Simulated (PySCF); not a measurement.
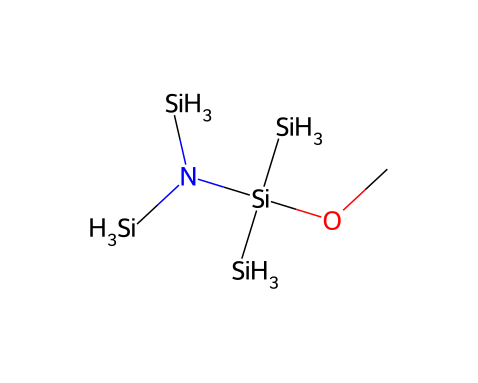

Computed geometry: GFN2-xTB optimisation. No frequency run is at hand to confirm it as a minimum. Properties computed with PBE0/pcSseg-1, gas phase (PySCF 2.14.0).

What does the calculation give?

The species is CH15NOSi5 (`CO[Si]([SiH3])([SiH3])N([SiH3])[SiH3]`).
- dipole moment: 1.15 D
- HOMO energy (Kohn–Sham orbital): −6.98 eV
- LUMO energy (Kohn–Sham orbital): −0.90 eV
- HOMO–LUMO gap: 6.08 eV

The geometry is semi-empirical. Around Si such bond lengths and angles can be off by a tenth of an ångström or more and by several degrees, and values that hang on the shape move with them.
